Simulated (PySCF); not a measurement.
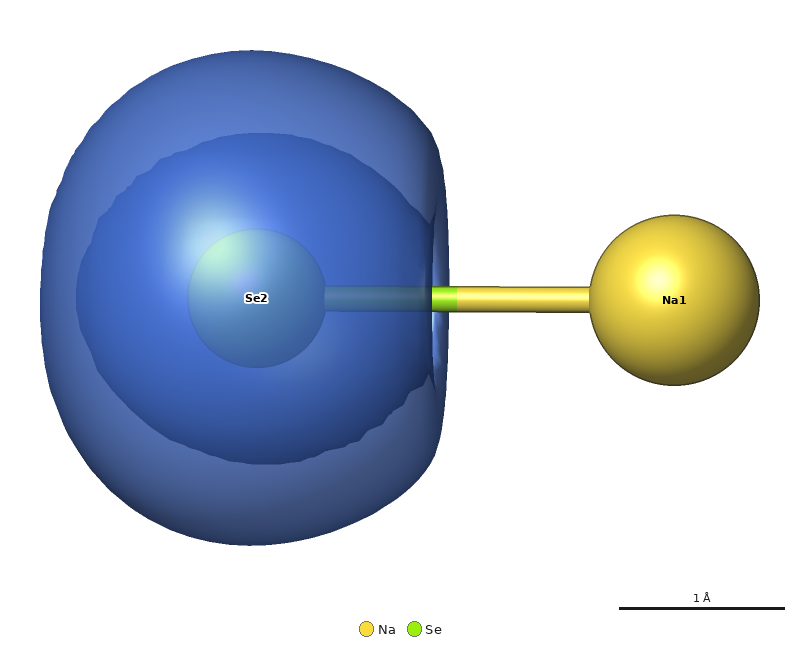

NaSe (charge −1). Isosurface of the ELF at 0.75 (blue), seen from one side. Core shells and regions of very low density are left out.

These are results of PySCF, PBE0/def2-SVPD, non-relativistic Hamiltonian with scalar-relativistic core potentials where named, at a bond length of 2.544 Å, not measurements.

Identify the bonds, lone pairs and shells in this picture.

The surface consists of one region wrapped around Se (its valence shell). Profiles from the grid: Na–Se (2.54 Å): the ELF peaks at about 0.70 in the valence shell of Se, 1.1 Å from its nucleus, and falls to about 0.05 next to Na (a closed-shell, largely ionic contact).
